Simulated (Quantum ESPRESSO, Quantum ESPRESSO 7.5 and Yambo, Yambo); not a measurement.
# GaAs (F-43m): G0W0 with Yambo, start to end

Aim: the G0W0 gap of GaAs (F-43m) on PBE, step by step.

Calculated with Quantum ESPRESSO 7.5 and Yambo 5.3.0; PBE and many-body steps on it, plane waves.

**Experimental background.**

- Gap 1.51 eV: band-edge emission energy from PL (direct gap at Gamma); photoluminescence, 633 nm excitation; 77 K; bulk crystal (MBE GaAs matrix around a thin InAs wetting layer on semi-insulating GaAs (100)) (“Photoluminescence of InAs/GaAs quantum dots under direct two-photon excitation”, 2020, pmc:7331710).

- Gap 1.418 ± 0.005 eV: direct gap E0 at Gamma from PR; modulated photoreflectance, low-field lineshape fit; 300 K; bulk crystal (semi-insulating GaAs(001) reference substrate) (“Evidence of valence band perturbations in GaAsN/GaAs(001): A combined variable-angle spectroscopic ellipsometry and modulated photoreflectance investigation”, 2008, arxiv:0805.2212).

- Gap 1.42 eV: band-edge photoluminescence emission energy of the GaAs substrate; time-integrated photoluminescence; 300 K; bulk crystal ((001) GaAs substrate beneath GaBiAs epilayers) (“Investigation of the anisotropic electron g factor as a probe of the electronic structure of GaBixAs1-x/GaAs epilayers”, 2014, arxiv:1409.8467).

- Gap 1.412 ± 0.01 eV: direct gap E0 at Gamma from ellipsometry; variable-angle spectroscopic ellipsometry, parametric critical-point fit; 300 K; bulk crystal (semi-insulating GaAs(001) reference substrate with native oxide) (“Evidence of valence band perturbations in GaAsN/GaAs(001): A combined variable-angle spectroscopic ellipsometry and modulated photoreflectance investigation”, 2008, arxiv:0805.2212).

## (1) Set-up

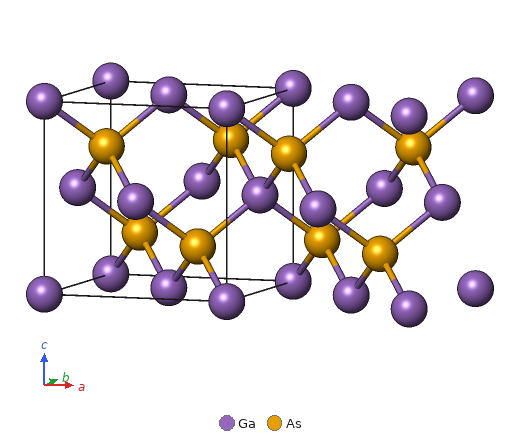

The starting structure, seen slightly off an axis (gallium purple, arsenic orange). 2×1×1 cells are drawn. This picture shows the conventional cell, with its axes. Bonds to atoms that aren't drawn are left out. Some periodic images of atoms are drawn too.

The cell and positions come from the Crystallography Open Database and are kept as given unless a step says otherwise.

## (2) Ground state

This step: Quantum ESPRESSO 7.5; DFT, PBE, plane waves, norm-conserving pseudopotentials.

The ground-state density comes first.

pw.in

```
&control
  calculation = 'scf'
  prefix = 'x'
  outdir = 'o'
  pseudo_dir = 'pseudo'
/
&system
  ibrav = 0
  nat = 2
  ntyp = 2
  ecutwfc = 104.0
  nbnd = 27
  force_symmorphic = .true.
/
&electrons
  conv_thr = 1e-10
  electron_maxstep = 80
  mixing_beta = 0.5
/
ATOMIC_SPECIES
  Ga 69.723 Ga.upf
  As 74.922 As.upf
CELL_PARAMETERS angstrom
  0.0000000000 2.8268500000 2.8268500000
  2.8268500000 0.0000000000 2.8268500000
  2.8268500000 2.8268500000 0.0000000000
ATOMIC_POSITIONS crystal
  Ga 0.0000000000 0.0000000000 0.0000000000
  As 0.2500000000 0.2500000000 0.2500000000
K_POINTS automatic
  6 6 6 0 0 0
```

On the command line:

```bash
OMP_NUM_THREADS=1 mpirun -n 4 pw.x -nk 4 -in pw.in > pw.out
```

The log of the run:

```text
Program PWSCF v.7.5 starts

     This program is part of the open-source Quantum ESPRESSO suite
     for quantum simulation of materials; please cite
         "P. Giannozzi et al., J. Phys.:Condens. Matter 21 395502 (2009);
         "P. Giannozzi et al., J. Phys.:Condens. Matter 29 465901 (2017);
         "P. Giannozzi et al., J. Chem. Phys. 152 154105 (2020);
     in publications or presentations arising from this work. More details at
     Message from routine setup:
     using ibrav=0 with symmetry is DISCOURAGED, use correct ibrav instead

     G-vector sticks info

     bravais-lattice index     =            0
     lattice parameter (alat)  =       7.5547  a.u.
     unit-cell volume          =     304.8842 (a.u.)^3
     number of atoms/cell      =            2
     number of atomic types    =            2
     number of electrons       =        44.00
     number of Kohn-Sham states=           27
     kinetic-energy cutoff     =     104.0000  Ry
     charge density cutoff     =     416.0000  Ry
     scf convergence threshold =      1.0E-10
     mixing beta               =       0.5000
     number of iterations used =            8  plain     mixing
     Exchange-correlation= PBE
                           (   1   4   3   4   0   0   0)

     celldm(1)=   7.554690  celldm(2)=   0.000000  celldm(3)=   0.000000
     celldm(4)=   0.000000  celldm(5)=   0.000000  celldm(6)=   0.000000

     crystal axes: (cart. coord. in units of alat)
               a(1) = (   0.000000   0.707107   0.707107 )
               a(2) = (   0.707107   0.000000   0.707107 )
               a(3) = (   0.707107   0.707107   0.000000 )

     reciprocal axes: (cart. coord. in units 2 pi/alat)
               b(1) = ( -0.707107  0.707107  0.707107 )
               b(2) = (  0.707107 -0.707107  0.707107 )
               b(3) = (  0.707107  0.707107 -0.707107 )
     Pseudo is Norm-conserving + core correction, Zval = 21.0
     Generated using ONCVPSP code by D. R. Hamann
     Using radial grid of 1902 points,  6 beta functions with:
     Pseudo is Norm-conserving + core correction, Zval = 23.0
     Generated using ONCVPSP code by D. R. Hamann
     Using radial grid of 1358 points,  6 beta functions with:
     Ga               21.00    69.72300     Ga( 1.00)
     As               23.00    74.92200     As( 1.00)

     24 Sym. Ops. (no inversion) found

   Cartesian axes

     site n.     atom                  positions (alat units)
         1        Ga     tau(   1) = (   0.0000000   0.0000000   0.0000000  )
         2        As     tau(   2) = (   0.3535534   0.3535534   0.3535534  )

     number of k points=    16
                       cart. coord. in units 2pi/alat
        k(    1) = (   0.0000000   0.0000000   0.0000000), wk =   0.0092593
        k(    2) = (   0.1178511   0.1178511  -0.1178511), wk =   0.0740741
        k(    3) = (   0.2357023   0.2357023  -0.2357023), wk =   0.0740741
        k(    4) = (  -0.3535534  -0.3535534   0.3535534), wk =   0.0370370
        k(    5) = (   0.2357023   0.0000000  -0.0000000), wk =   0.0555556
        k(    6) = (   0.3535534   0.1178511  -0.1178511), wk =   0.2222222
        k(    7) = (  -0.2357023  -0.4714045   0.4714045), wk =   0.2222222
        k(    8) = (  -0.1178511  -0.3535534   0.3535534), wk =   0.2222222
        k(    9) = (   0.0000000  -0.2357023   0.2357023), wk =   0.1111111
        k(   10) = (   0.4714045   0.0000000  -0.0000000), wk =   0.0555556
     [... 4 further rows ...]
        k(   15) = (  -0.1178511  -0.3535534   0.5892557), wk =   0.2222222
        k(   16) = (  -0.7071068   0.2357023   0.0000000), wk =   0.1111111

     Dense  grid:    43655 G-vectors     FFT dimensions: (  50,  50,  50)

     Initial potential from superposition of free atoms

     starting charge      43.9971, renormalised to      44.0000
     Starting wfcs are   26 randomized atomic wfcs +    1 random wfcs

     per-process dynamical memory:    37.3 Mb

     Self-consistent Calculation

     iteration #  1     ecut=   104.00 Ry     beta= 0.50

     Threshold (ethr) on eigenvalues was too large:
     Diagonalizing with lowered threshold

     total energy              =   -1107.20737927 Ry
     estimated scf accuracy    <       0.05039095 Ry

     iteration #  2     ecut=   104.00 Ry     beta= 0.50

     total energy              =   -1107.21379174 Ry
     estimated scf accuracy    <       0.00645506 Ry

     iteration #  3     ecut=   104.00 Ry     beta= 0.50

     total energy              =   -1107.21415456 Ry
     estimated scf accuracy    <       0.00109571 Ry

     iteration #  4     ecut=   104.00 Ry     beta= 0.50

     total energy              =   -1107.21420482 Ry
     estimated scf accuracy    <       0.00002493 Ry

     iteration #  5     ecut=   104.00 Ry     beta= 0.50

     total energy              =   -1107.21420988 Ry
     estimated scf accuracy    <       0.00000170 Ry

     iteration #  6     ecut=   104.00 Ry     beta= 0.50

     total energy              =   -1107.21421028 Ry
     estimated scf accuracy    <       0.00000013 Ry

     iteration #  7     ecut=   104.00 Ry     beta= 0.50

     total energy              =   -1107.21421032 Ry
     estimated scf accuracy    <       0.00000003 Ry

     iteration #  8     ecut=   104.00 Ry     beta= 0.50

     total energy              =   -1107.21421032 Ry
     estimated scf accuracy    <          8.6E-10 Ry

     iteration #  9     ecut=   104.00 Ry     beta= 0.50

     total energy              =   -1107.21421032 Ry
     estimated scf accuracy    <          2.5E-10 Ry

     iteration # 10     ecut=   104.00 Ry     beta= 0.50

     End of self-consistent calculation

          k = 0.0000 0.0000 0.0000 (  5577 PWs)   bands (ev):

  -174.9302-133.8474-118.3121-118.3121-118.3121 -84.5719 -84.5719 -84.5719
   -25.3230 -25.3230 -25.3230 -25.3139 -25.3139  -4.9669  -4.9669  -4.9669
    -4.8900  -4.8900  -2.8986   9.8275   9.8275   9.8275  10.3456  13.5642
    13.5642  13.5642  17.4293

          k = 0.1179 0.1179-0.1179 (  5468 PWs)   bands (ev):

  -174.9302-133.8474-118.3121-118.3121-118.3121 -84.5717 -84.5717 -84.5717
   -25.3229 -25.3227 -25.3227 -25.3138 -25.3138  -4.9893  -4.9604  -4.9604
    -4.8897  -4.8897  -2.5782   7.1174   9.4474   9.4474  11.4632  14.1115
    14.1115  14.5145  18.7830

          k = 0.2357 0.2357-0.2357 (  5450 PWs)   bands (ev):

  -174.9302-133.8474-118.3121-118.3121-118.3121 -84.5717 -84.5717 -84.5717
   -25.3228 -25.3223 -25.3223 -25.3137 -25.3137  -5.0291  -4.9506  -4.9506
    -4.8878  -4.8878  -1.7513   4.4525   8.9016   8.9016  11.0469  14.5309
    14.5309  17.0827  18.6033

          k =-0.3536-0.3536 0.3536 (  5444 PWs)   bands (ev):

     [... further k-points ...]

     highest occupied, lowest unoccupied level (ev):     9.8275   10.3456

!    total energy              =   -1107.21421032 Ry
     estimated scf accuracy    <          3.5E-12 Ry

     The total energy is the sum of the following terms:
     one-electron contribution =    -990.29940325 Ry
     hartree contribution      =     478.90442036 Ry
     xc contribution           =    -107.04971776 Ry
     ewald contribution        =    -488.76950967 Ry

     convergence has been achieved in  10 iterations

     XML data file, charge density, pseudopotentials, collected wavefunctions

=------------------------------------------------------------------------------=
   JOB DONE.
=------------------------------------------------------------------------------=
```

It took 13 s on 4 MPI ranks of Arm Neoverse V1, shared host; peak memory 0.32 GiB; 50 s of CPU time.

This step gave:

| Property | Result |
| --- | --- |
| total energy | -15064.4168 eV |
| gap | 0.5181 eV |
| k of the valence top | 0, 0, 0 |
| k of the conduction bottom | 0, 0, 0 |
| least direct gap | 0.5181 eV |

The gap is direct, at Γ.

## (3) Bands along the symmetry lines

The cheap functional maps the bands first; the places of the edges decide which points the dearer methods must see.

pw.in

```
&control
  calculation = 'bands'
  prefix = 'x'
  outdir = 'o'
  pseudo_dir = 'pseudo'
/
&system
  ibrav = 0
  nat = 2
  ntyp = 2
  ecutwfc = 104.0
  nbnd = 28
  force_symmorphic = .true.
/
&electrons
  conv_thr = 1e-9
  electron_maxstep = 80
  diago_full_acc = .true.
  diago_thr_init = 5e-6
/
ATOMIC_SPECIES
  Ga 69.723 Ga.upf
  As 74.922 As.upf
CELL_PARAMETERS angstrom
  0.0000000000 2.8268500000 2.8268500000
  2.8268500000 0.0000000000 2.8268500000
  2.8268500000 2.8268500000 0.0000000000
ATOMIC_POSITIONS crystal
  Ga 0.0000000000 0.0000000000 0.0000000000
  As 0.2500000000 0.2500000000 0.2500000000
K_POINTS crystal
  50
  0.00000000 0.00000000 0.00000000 1
  -0.06250000 -0.06250000 0.00000000 1
  -0.12500000 -0.12500000 0.00000000 1
  -0.18750000 -0.18750000 0.00000000 1
  -0.25000000 -0.25000000 0.00000000 1
  -0.31250000 -0.31250000 0.00000000 1
  -0.37500000 -0.37500000 0.00000000 1
  -0.43750000 -0.43750000 0.00000000 1
  -0.50000000 -0.50000000 0.00000000 1
  -0.48437500 -0.48437500 0.03125000 1
  -0.46875000 -0.46875000 0.06250000 1
  -0.45312500 -0.45312500 0.09375000 1
  -0.43750000 -0.43750000 0.12500000 1
  -0.42187500 -0.42187500 0.15625000 1
  -0.40625000 -0.40625000 0.18750000 1
  -0.39062500 -0.39062500 0.21875000 1
  -0.37500000 -0.37500000 0.25000000 1
  -0.37500000 0.00000000 0.37500000 1
  -0.32812500 0.00000000 0.32812500 1
  -0.28125000 0.00000000 0.28125000 1
  -0.23437500 0.00000000 0.23437500 1
  -0.18750000 0.00000000 0.18750000 1
  -0.14062500 0.00000000 0.14062500 1
  -0.09375000 0.00000000 0.09375000 1
  -0.04687500 0.00000000 0.04687500 1
  0.00000000 0.00000000 0.00000000 1
  0.00000000 0.00000000 0.06250000 1
  0.00000000 0.00000000 0.12500000 1
  0.00000000 0.00000000 0.18750000 1
  0.00000000 0.00000000 0.25000000 1
  0.00000000 0.00000000 0.31250000 1
  0.00000000 0.00000000 0.37500000 1
  0.00000000 0.00000000 0.43750000 1
  -0.00000000 -0.00000000 0.50000000 1
  -0.06250000 -0.03125000 0.46875000 1
  -0.12500000 -0.06250000 0.43750000 1
  -0.18750000 -0.09375000 0.40625000 1
  -0.25000000 -0.12500000 0.37500000 1
  -0.31250000 -0.15625000 0.34375000 1
  -0.37500000 -0.18750000 0.31250000 1
  -0.43750000 -0.21875000 0.28125000 1
  -0.50000000 -0.25000000 0.25000000 1
  -0.50000000 -0.28125000 0.21875000 1
  -0.50000000 -0.31250000 0.18750000 1
  -0.50000000 -0.34375000 0.15625000 1
  -0.50000000 -0.37500000 0.12500000 1
  -0.50000000 -0.40625000 0.09375000 1
  -0.50000000 -0.43750000 0.06250000 1
  -0.50000000 -0.46875000 0.03125000 1
  -0.50000000 -0.50000000 0.00000000 1
```

The log of the run:

```text
[banner, memory and clock lines left out]
Program PWSCF v.7.5 starts

     Atomic positions and unit cell read from directory:
     o/x.save/

     Message from routine setup:
     using ibrav=0 with symmetry is DISCOURAGED, use correct ibrav instead

     G-vector sticks info

     bravais-lattice index     =            0
     lattice parameter (alat)  =       7.5547  a.u.
     unit-cell volume          =     304.8842 (a.u.)^3
     number of atoms/cell      =            2
     number of atomic types    =            2
     number of electrons       =        44.00
     number of Kohn-Sham states=           28
     kinetic-energy cutoff     =     104.0000  Ry
     charge density cutoff     =     416.0000  Ry
     Exchange-correlation= PBE
                           (   1   4   3   4   0   0   0)

     celldm(1)=   7.554690  celldm(2)=   0.000000  celldm(3)=   0.000000
     celldm(4)=   0.000000  celldm(5)=   0.000000  celldm(6)=   0.000000

     crystal axes: (cart. coord. in units of alat)
               a(1) = (   0.000000   0.707107   0.707107 )
               a(2) = (   0.707107   0.000000   0.707107 )
               a(3) = (   0.707107   0.707107   0.000000 )

     reciprocal axes: (cart. coord. in units 2 pi/alat)
               b(1) = ( -0.707107  0.707107  0.707107 )
               b(2) = (  0.707107 -0.707107  0.707107 )
               b(3) = (  0.707107  0.707107 -0.707107 )
     Pseudo is Norm-conserving + core correction, Zval = 21.0
     Generated using ONCVPSP code by D. R. Hamann
     Using radial grid of 1902 points,  6 beta functions with:
     Pseudo is Norm-conserving + core correction, Zval = 23.0
     Generated using ONCVPSP code by D. R. Hamann
     Using radial grid of 1358 points,  6 beta functions with:
     Ga               21.00    69.72300     Ga( 1.00)
     As               23.00    74.92200     As( 1.00)

     24 Sym. Ops. (no inversion) found

   Cartesian axes

     site n.     atom                  positions (alat units)
         1        Ga     tau(   1) = (   0.0000000   0.0000000   0.0000000  )
         2        As     tau(   2) = (   0.3535534   0.3535534   0.3535534  )

     number of k points=    50
                       cart. coord. in units 2pi/alat
        k(    1) = (   0.0000000   0.0000000   0.0000000), wk =   0.0400000
        k(    2) = (   0.0000000   0.0000000  -0.0883883), wk =   0.0400000
        k(    3) = (   0.0000000   0.0000000  -0.1767767), wk =   0.0400000
[...]
[... 38 further rows ...]
        k(   49) = (   0.0441942  -0.0000000  -0.7071068), wk =   0.0400000
        k(   50) = (   0.0000000   0.0000000  -0.7071068), wk =   0.0400000

     Dense  grid:    43655 G-vectors     FFT dimensions: (  50,  50,  50)

     The potential is recalculated from file :
     o/x.save/charge-density

     Starting wfcs are   26 randomized atomic wfcs +    2 random wfcs

     Band Structure Calculation

     End of band structure calculation

          k = 0.0000 0.0000 0.0000 (  5577 PWs)   bands (ev):

  -174.9302-133.8474-118.3121-118.3121-118.3121 -84.5719 -84.5719 -84.5719
   -25.3230 -25.3230 -25.3230 -25.3139 -25.3139  -4.9669  -4.9669  -4.9669
    -4.8900  -4.8900  -2.8986   9.8275   9.8275   9.8275  10.3456  13.5642
    13.5642  13.5642  17.4293  19.9896

          k = 0.0000 0.0000-0.0884 (  5493 PWs)   bands (ev):

  -174.9302-133.8473-118.3121-118.3121-118.3121 -84.5718 -84.5718 -84.5716
   -25.3230 -25.3229 -25.3229 -25.3139 -25.3139  -4.9724  -4.9645  -4.9645
[...]
13.8379  13.8379  17.7842  19.1099

          k = 0.0000 0.0000-0.1768 (  5481 PWs)   bands (ev):

  -174.9302-133.8473-118.3121-118.3121-118.3121 -84.5717 -84.5717 -84.5717
[...]
14.5248  14.5248  17.8744  18.7335

          k =-0.0000 0.0000-0.2652 (  5457 PWs)   bands (ev):

[...]
k = 0.0000 0.0000-0.3536 (  5457 PWs)   bands (ev):

[...]
k = 0.0000-0.0000-0.4419 (  5465 PWs)   bands (ev):

[...]
k =-0.0000 0.0000-0.5303 (  5482 PWs)   bands (ev):

[...]
k = 0.0000-0.0000-0.6187 (  5458 PWs)   bands (ev):

[...]
k = 0.5303-0.0000-0.5303 (  5452 PWs)   bands (ev):

[...]
k = 0.0000 0.0000 0.0000 (  5577 PWs)   bands (ev):

[...]
k = 0.1326 0.0000-0.7071 (  5460 PWs)   bands (ev):

[...]
k = 0.0884-0.0000-0.7071 (  5456 PWs)   bands (ev):

[...]
k = 0.0442-0.0000-0.7071 (  5458 PWs)   bands (ev):

  -174.9302-133.8473-118.3121-118.3121-118.3121 -84.5718 -84.5717 -84.5717
[...]
19.8360  19.8531  20.8126  22.7122

          k = 0.0000 0.0000-0.7071 (  5434 PWs)   bands (ev):

  -174.9302-133.8473-118.3121-118.3121-118.3121 -84.5717 -84.5717 -84.5717
   -25.3239 -25.3212 -25.3212 -25.3144 -25.3129  -5.0786  -4.9169  -4.9169
    -4.9153  -4.8771  -0.3967   3.0132   7.1516   7.1516  11.2971  11.4903
    20.0046  20.0046  20.8150  23.1525

     XML data file, pseudopotentials, collected wavefunctions
```

It took 7.8 s on 4 MPI ranks; peak memory 0.26 GiB.

Numbers from this step:

| Item | Value |
| --- | --- |
| gap | 0.5181 eV |
| k of the valence top | 0, 0, 0 |
| k of the conduction bottom | 0, 0, 0 |
| least direct gap | 0.5181 eV |

The gap is 0.518 eV, as in the run before at this level.

Electronic bands along the path, in eV, zero at the top of the highest filled band:

```tsv
point	band 19	band 20	band 21	band 22	band 23	band 24	band 25	band 26
Γ	-12.73	0.00	0.00	0.00	0.52	3.74	3.74	3.74
X	-10.22	-6.81	-2.68	-2.68	1.47	1.66	10.18	10.18
U	-10.26	-6.63	-3.86	-2.26	1.97	4.64	7.96	8.07
jump to K	-10.26	-6.63	-3.86	-2.26	1.97	4.64	7.96	8.07
Γ	-12.73	0.00	0.00	0.00	0.52	3.74	3.74	3.74
L	-10.96	-6.63	-1.14	-1.14	1.00	4.64	4.64	7.76
W	-10.17	-6.63	-3.53	-3.34	4.62	4.73	5.42	6.05
X	-10.22	-6.81	-2.68	-2.68	1.47	1.66	10.18	10.18
```

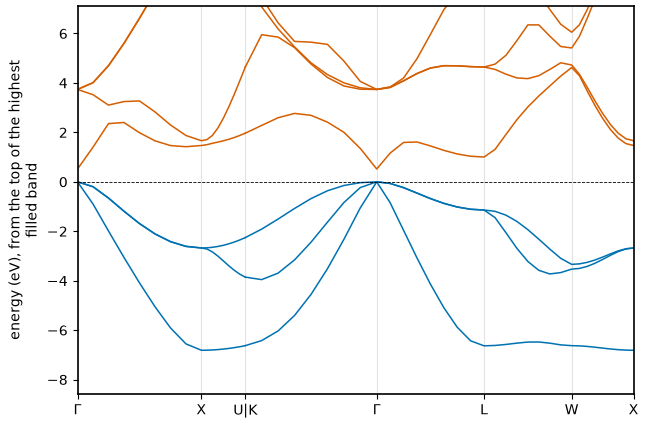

Electronic bands along the path; lines of filled and empty bands in two colours.

(Part 1 of 3 ends here.)

[Paths, hosts, dates, memory and timing lines, banners, echoed tables and standing remarks are left out of the program output.]

[Logs are printed without paths, hosts, clocks, repeated set-up lines and the standing remarks that a program may print on its own settings, such as how far it seeks lower states.]

[Runs of the session that timed out or met a known fault of the program may be left out.]

[Hosts, paths, dates, database ids (printed as entryN), source tags and the programs' standing remarks are cut or masked in the printed files.]
